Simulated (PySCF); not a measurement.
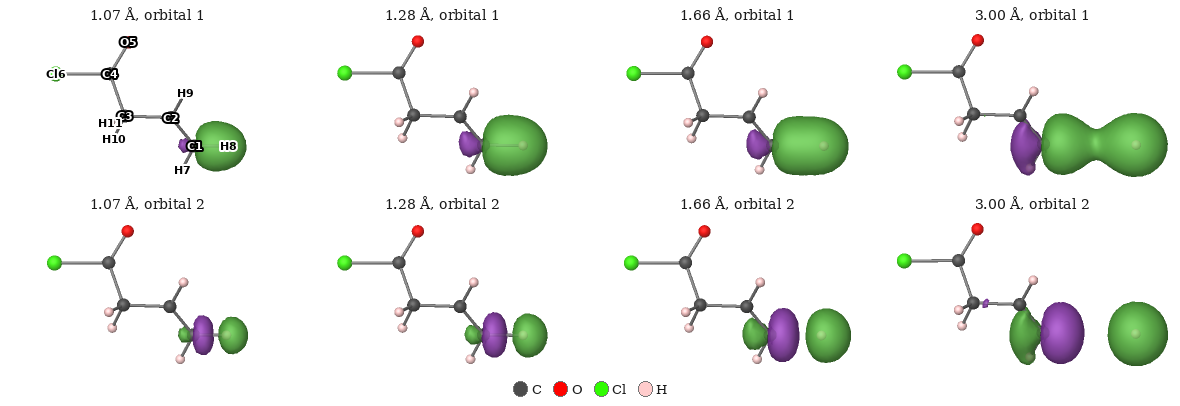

*C₄H₅ClO, SMILES `C=CCC(=O)Cl`. Rigid stretch of the C1–H8 bond. The two CASSCF(2,2) natural orbitals nearest half filling (orbital 1 the more occupied).*

Computed with PySCF, 6-31G* basis, geometry: GFN2-xTB. No frequency check shows the geometry to be a minimum. GFN2-xTB bond lengths at metals and heavier atoms can be off by up to 0.1 Å and shapes distorted, which carries into these values.

Input script:

```python
import numpy as np
from pyscf import gto, scf, mcscf

mol = gto.M(atom='''
C      2.94955     0.35844     0.36631
C      1.92274    -0.12534    -0.30482
C      0.58316     0.54518    -0.37384
C     -0.52552    -0.39699    -0.03122
O     -0.48900    -1.56553     0.14053
Cl    -2.08143     0.46123     0.09301
H      2.88694     1.28401     0.91534
H      3.89966    -0.14563     0.39032
H      1.99890    -1.05805    -0.84512
H      0.53902     1.41254     0.28749
H      0.39225     0.90266    -1.39195
''', basis='6-31g*', charge=0, spin=0, verbose=4)
# stretch the bond between atoms 1 and 8, from long to short, fragments rigid
a, b, move = 0, 7, [7]
xyz = mol.atom_coords(unit='Angstrom')
u = xyz[b] - xyz[a]
r0 = np.linalg.norm(u)
rows, last, dm_u = [], None, None
for r in [3.0, 2.35, 1.93, 1.66, 1.44, 1.28, 1.18, 1.07, 0.98]:
    new = xyz.copy()
    new[move] += u / r0 * (r - r0)
    m = mol.set_geom_(new, unit='Angstrom', inplace=False)
    rhf = scf.RHF(m).density_fit(auxbasis='def2-universal-jkfit').run()
    uhf = scf.UHF(m).density_fit(auxbasis='def2-universal-jkfit').newton()
    if dm_u is None:
        c = rhf.mo_coeff
        h = m.nelectron // 2 - 1
        ca, cb = c.copy(), c.copy()
        ca[:, h], cb[:, h] = (c[:, h] + c[:, h + 1]) / 2**.5, (c[:, h] - c[:, h + 1]) / 2**.5
        dm_u = np.array([x[:, :h + 1] @ x[:, :h + 1].T for x in (ca, cb)])
    uhf.kernel(dm0=dm_u)
    for _ in range(3):
        c, _, stable, _ = uhf.stability(return_status=True)
        if stable:
            break
        uhf.kernel(c, uhf.mo_occ)
    dm_u = uhf.make_rdm1()
    mc = mcscf.CASSCF(rhf, 2, 2)
    mc.natorb = True
    mc.fix_spin_(ss=0)
    guess = mcscf.addons.make_natural_orbitals(uhf)[1] if last is None else mcscf.project_init_guess(mc, last.mo_coeff, last.mol)
    mc.kernel(guess)
    last = mc
    act = slice(mc.ncore, mc.ncore + mc.ncas)
    print('r %.3f  RHF %.6f  UHF %.6f  <S^2> %.3f  CASSCF %.6f  occupations' % (r, rhf.e_tot, uhf.e_tot, uhf.spin_square()[0], mc.e_tot), mc.mo_occ[act].round(4))
    rows.append((new, rhf.e_tot, uhf.e_tot, uhf.spin_square()[0], mc.e_tot, mc.mo_occ[act], mc.mo_coeff[:, act], dm_u[0] - dm_u[1], rhf.converged and uhf.converged and mc.converged))
    np.savez('result.npz', **{k: [row[i] for row in rows] for i, k in enumerate('xyz rhf uhf s2 cas occ c spin ok'.split())})
```

Run with:

```sh
OMP_NUM_THREADS=1 python input.py
```

The run took 2.5 min on 1 thread of Intel(R) Xeon(R) 6975P-C (Granite Rapids), on a shared host, peak memory 0.52 GiB.

How do the occupations change along the stretch?

1.07 Å: 1.98 and 0.02; 1.28 Å: 1.97 and 0.03; 1.66 Å: 1.90 and 0.10; 3.00 Å: 1.27 and 0.73. At the longest distance computed (3.00 Å) they are 1.27 and 0.73, and the effective number of unpaired electrons is 1.7.

UHF's ⟨S²⟩ passes 1 along the scan (up to 1.22), so it also polarises electrons outside the stretched bond; its energy lowering isn't due to that bond alone.

Where does the UHF solution part from RHF?

Between 1.44 Å (⟨S²⟩ = 0, the two coincide) and 1.66 Å (⟨S²⟩ = 0.28); at 3.00 Å ⟨S²⟩ is 1.22 and UHF lies 4.0 eV below RHF.

How much energy does the stretch cost?

By CASSCF, 4.6 eV from the lowest point of the scan (1.07 Å) to 3.00 Å; RHF gives 8.0 eV from its own lowest point. The fragments aren't relaxed and dynamic correlation is missing, so this isn't a bond dissociation energy.
